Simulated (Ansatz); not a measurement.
The calculation's input:

```
crystal:
  lattice:
    - [5.9690728157, 0.0, -0.0146596661]
    - [0.0, 3.5152589018, 0.0]
    - [-1.9008055946, 0.0, 5.7029541159]
  atoms:
    - { symbol: Pd, position: [0.5, 0.0, 0.5] }
    - { symbol: Rh, position: [0.0, 0.0, 0.0] }
    - { symbol: Rh, position: [0.5, 0.5, 0.0] }
    - { symbol: S, position: [0.7548546281, 0.5, 0.7719168781] }
    - { symbol: S, position: [0.2713769102, 0.0, 0.7768023873] }
    - { symbol: S, position: [0.2451453719, 0.5, 0.2280831219] }
    - { symbol: S, position: [0.7286230898, 0.0, 0.2231976127] }
kpoints:
  mp_grid: { grid: [6, 8, 6] }
  band_path:
    path:
      - [0.0, 0.0, 0.0]
      - [0.0, 0.5, 0.0]
      - [0.0, 0.5, 0.5]
      - [0.0, 0.0, 0.5]
      - [-0.5, 0.0, 0.5]
      - [-0.5, 0.5, 0.5]
      - [-0.5, 0.5, 0.0]
      - [-0.5, 0.0, 0.0]
    npoints: 1
hamiltonian:
  xc: r2scan
  dispersion: rvv10
scf:
  occupations: { method: fermi_dirac, width: 0.03 }
  n_extra_bands: 5
output:
  forces: true
  stress: true
  eigenvalues: true
  write_density: true
  write_potential: true
  elf: true
  volumetric_format: npy
```

Launched as:

```sh
ansatz run input.yaml --threads 4 --pin off --max-ram 4608MiB --backend cpu --events-out ev --progress --plain --runs-dir out
```

Below, planes, directions and counts refer to the conventional cell (a = 5.97 Å, b = 3.52 Å, c = 6.01 Å, α = 90.00°, β = 108.57°, γ = 90.00°).

Space group P2/m; a structure from a database of computed crystals, not necessarily the ambient phase; started from the CaY2Te4-10 prototype, which need not be the ambient phase; computed without spin polarisation.

All numbers below come from DFT, r2SCAN+rVV10, plane waves, PAW in Ansatz.

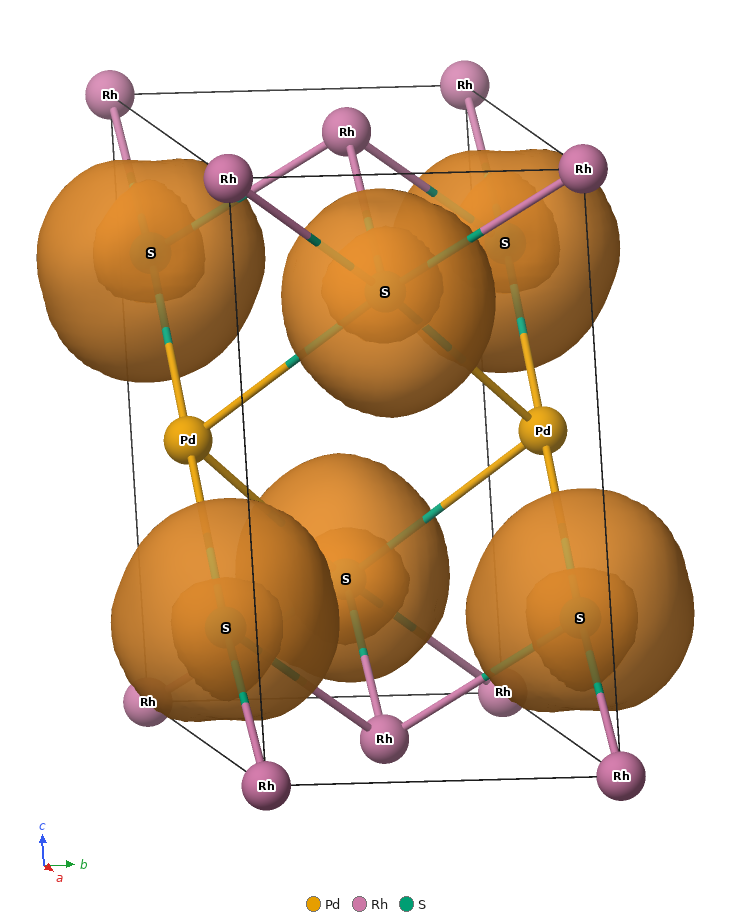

PdRh$_{2}$S$_{4}$. Isosurface of the ELF at 0.7 (orange), seen slightly off an axis. Core shells and regions of very low density are left out. Sticks mark near contacts.

What do the ELF domains correspond to?

Answer. At this value the surface marks out four regions wrapped around S (the valence shell of each), counted in one cell of 7 atoms. Regions shared between cells count once. Along the contacts the grid gives the following. Rh–S (2.35 Å): the ELF peaks at about 0.90 in the valence shell of S, 0.8 Å from its nucleus, and is about 0.45 at the midpoint. Pd–S (2.47 Å): the ELF peaks at about 0.85 in the valence shell of S, 0.8 Å from its nucleus, and is about 0.30 at the midpoint.
